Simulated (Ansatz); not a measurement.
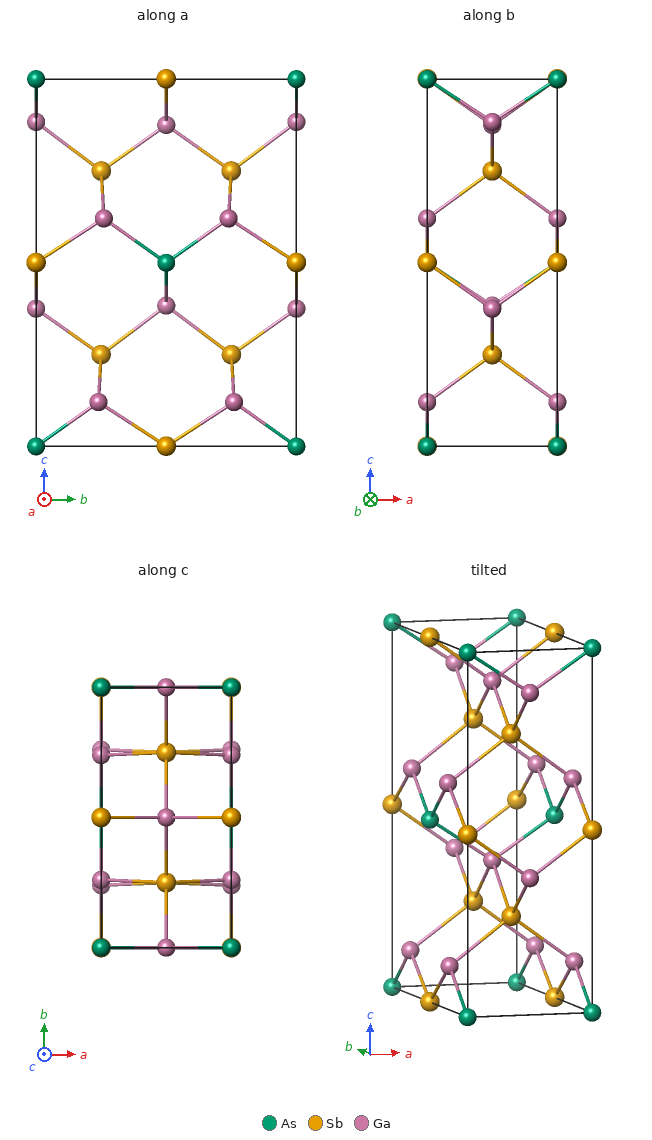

Crystal structure, ball-and-stick style, seen along the a axis, along the b axis, along the c axis and slightly off an axis. One conventional unit cell is framed, with atoms on its boundary repeated.

Lattice parameters: a = 4.320 Å, b = 8.636 Å, c = 12.186 Å, α = 90.00°, β = 90.00°, γ = 90.00°.

Question: Give the structure in the form of a table of Wyckoff sites, with free fractional coordinates to two decimals.

Answer: Space group Amm2 (No. 38).
```csv
atom,site,x,y,z
As,2a,0.00,0.50,0.50
Sb,4e,0.50,0.25,0.75
Sb,2a,0.00,0.50,0.00
Ga,2b,0.50,0.50,0.38
Ga,4d,0.00,0.76,0.12
Ga,2b,0.50,0.50,0.8750
```

Provenance: a structure type filled with these elements by a generator (whether the compound takes this form wasn't checked). The geometry was optimised with Ansatz 0.2.0, DFT, PBE, plane waves, PAW.
